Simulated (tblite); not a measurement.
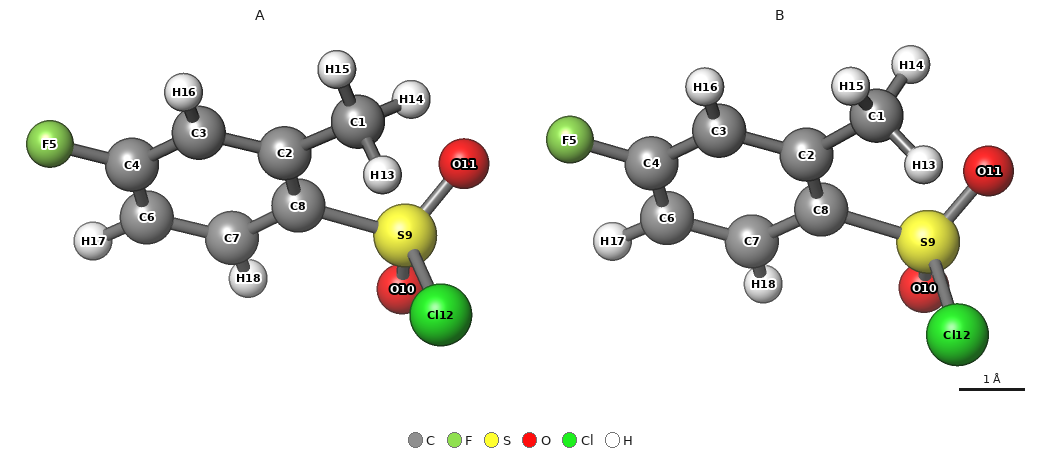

Two geometries of C₇H₆ClFO₂S, drawn at one scale. One is the start of a relaxation, the other its converged end. Style: ball-and-stick. Shown from a free direction.

All numbers below come from tblite 0.8.0, GFN2-xTB geometry optimisation, gas phase. 

Which one is relaxed?

Structure A is the relaxed one. The energy falls by 0.181 eV in 88 geometry steps. The atom that moves furthest after the best rigid fit is H14 (0.63 Å). Largest moves by element: H 0.63 Å, Cl 0.34 Å, O 0.25 Å, S 0.11 Å, C 0.10 Å, F 0.07 Å. Near-neighbour distances that change, for instance: C2–C3 1.420 → 1.392 Å, C7–C8 1.407 → 1.380 Å, S9–O10 1.446 → 1.426 Å, C7–H18 1.097 → 1.078 Å. Among the angles between lasting bonds that change: C1–C2–C3 118.0° → 121.4°, O10–S9–O11 121.8° → 118.6°, C6–C7–H18 118.6° → 121.8°. Groups turn about C1–C2 by about 30°. Cost: 0.98 s on 1 thread of Arm Neoverse V1 (shared host).
